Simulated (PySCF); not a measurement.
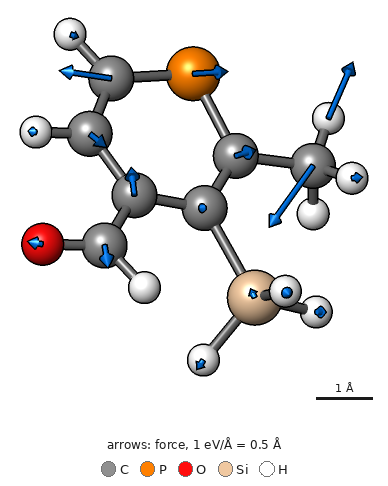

Starting geometry of C7H9OPSi with the computed forces as blue arrows. Style: ball-and-stick. Shown at a tilt.

The start comes from GFN2-xTB. Its atoms were then displaced at random by about 0.01 Å.

These are results of PBE0-D3(BJ)/def2-SVP geometry optimisation, gas phase in PySCF, not measurements. 

**Is this structure relaxed? If not, where do the atoms go?**

It isn't relaxed: the largest force vector, on a C atom, is 3.13 eV/Å. The final displacements follow the starting forces only in part (cosine between the two patterns 0.35). After 7 geometry steps the energy has fallen by 21.7 kJ/mol. The largest move after the best rigid fit is that of an H atom, 0.14 Å. Largest moves by element: H 0.14 Å, O 0.09 Å, C 0.04 Å, P 0.04 Å, Si 0.02 Å. Among the contacts that change: C–H 1.034 → 1.100 Å, C–P 1.679 → 1.733 Å, C–C 1.449 → 1.486 Å, H–Si 1.470 → 1.495 Å. Among the angles between lasting bonds that change: H–Si–H 112.7° → 108.8°, H–C–H 110.7° → 107.4°, H–C–H 110.6° → 107.5°. The run took 3.5 min on 1 thread of Intel(R) Xeon(R) Platinum 8488C, on a shared host.
